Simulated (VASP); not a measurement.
Band structure of SiO2 (rutile). These are TPSS meta-GGA, VASP's PBE PAW potentials (set 64) (plane waves; VASP 6.6.1) values and carry that method's errors.

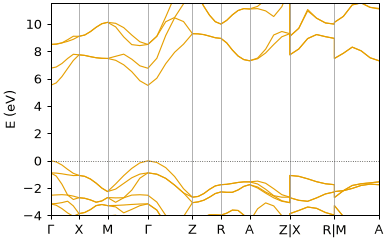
Figure: Bands along high-symmetry lines, zero at the valence-band maximum or, without a gap, the Fermi level

**Question.** Read the plot: is there a gap, and where are the band edges?

**Answer.** The gap is direct, 5.51 eV, from the valence maximum at Γ to the conduction minimum at Γ.

The compound is SiO2 in the rutile structure, stishovite, a high-pressure form. It was relaxed first.
